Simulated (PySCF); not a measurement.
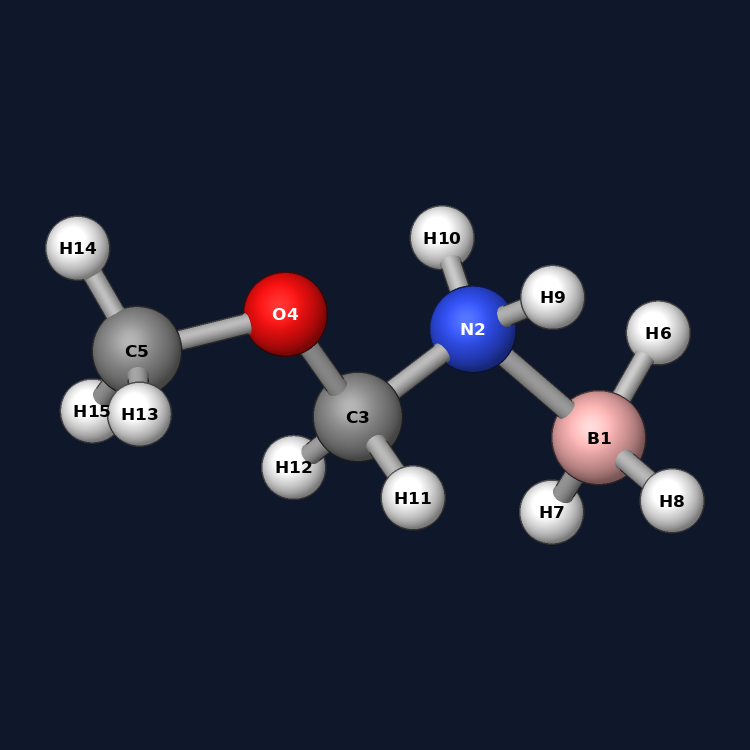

Geometry: a frame of a GFN2-xTB molecular-dynamics simulation, not a minimum. Properties computed with GIAO PBE0/pcSseg-1 NMR shielding, non-relativistic, gas phase (PySCF 2.14.0). Principal shieldings σ11 ≤ σ22 ≤ σ33, span Ω = σ33 − σ11, skew κ = 3(σiso − σ22)/Ω.

Give the shielding tensors of the O atoms.

```csv
atom,σ11,σ22,σ33,σiso,Ω,κ
O4,197.6,273.7,322.4,264.5,124.8,−0.22
```

Shieldings and span in ppm.
